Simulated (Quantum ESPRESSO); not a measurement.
# Voltage at the next charge: Au(100), 5 layers against an electrode

Method. Quantum ESPRESSO 7.5, PBE, GBRV ultrasoft; ESM with bc3, a metal electrode 6.89 Å above the top atoms; cell area 8.323 Å²; ions fixed. V is the potential energy of an electron at the electrode over the slab's Fermi level, divided by e, so that it equals the work function at zero charge; positive charge removes electrons.

| charge (e a cell) | V (V) |
| --- | --- |
| 0 | 5.100 |
| 0.0125 | 6.583 |
| 0.025 | 8.079 |

One more run was made and is withheld. What is V at a charge of 0.0499 e, and what capacitance do the rows imply?

**Fit.** The last two rows give dV/dq = (8.079 − 6.583)/(0.025 − 0.0125) = 119.7 V/e, so C = 1602/(8.323 × 119.7) = 1.61 µF/cm², an effective gap of 8.854/1.61 = 5.50 Å. At constant C, V = 8.079 + 119.7 × 0.0249 = 11.06 V.

**The withheld run.** V = 11.084 V; the estimate misses by −0.03 V, 0.8 % of the step. Over the three intervals C goes 1.62, 1.61 and 1.59 µF/cm².

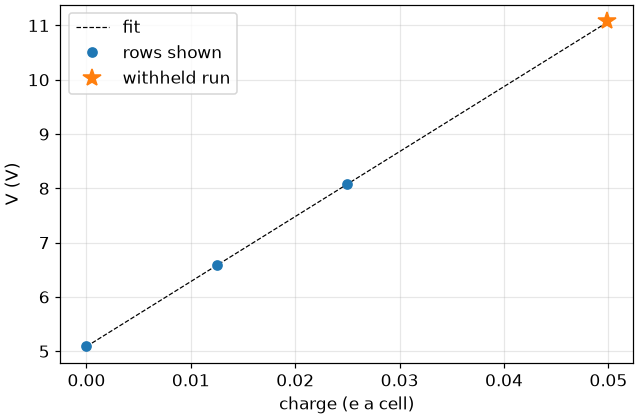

The rows shown, the fit and the withheld run.

Caveats: Vacuum fills the gap; a dielectric or electrolyte would change C. The slab is thin.
